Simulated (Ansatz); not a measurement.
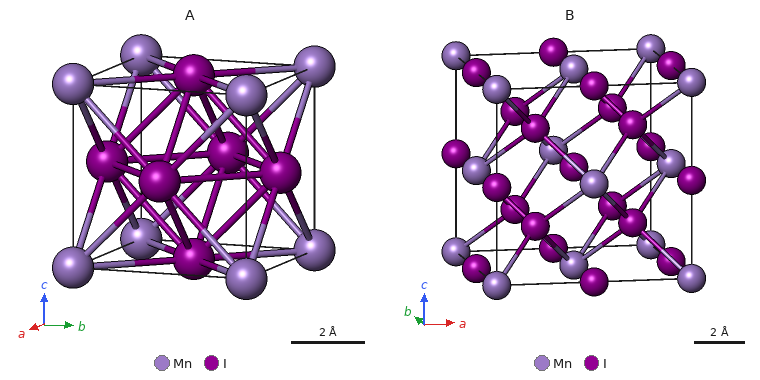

Two structures of MnI$_{3}$, each relaxed to rest (conventional cells in solid outline, small ones repeated, not to one scale). Method: DFT PBE, scalar-relativistic, plane waves, PAW in Ansatz, with collinear spins.

**What are A and B?**

A: Cu₃Au (L1₂) type, Pm-3m. B: D0₃ (BiF₃ or Fe₃Al type), Fm-3m.

**Which is the more stable form at this level of theory?**

B is lower, by 166 meV/atom at this level of theory (energies at zero smearing). Volumes: A 33.8, B 31.6 Å³/atom.

One or both may be structure types tried for this composition rather than known phases.
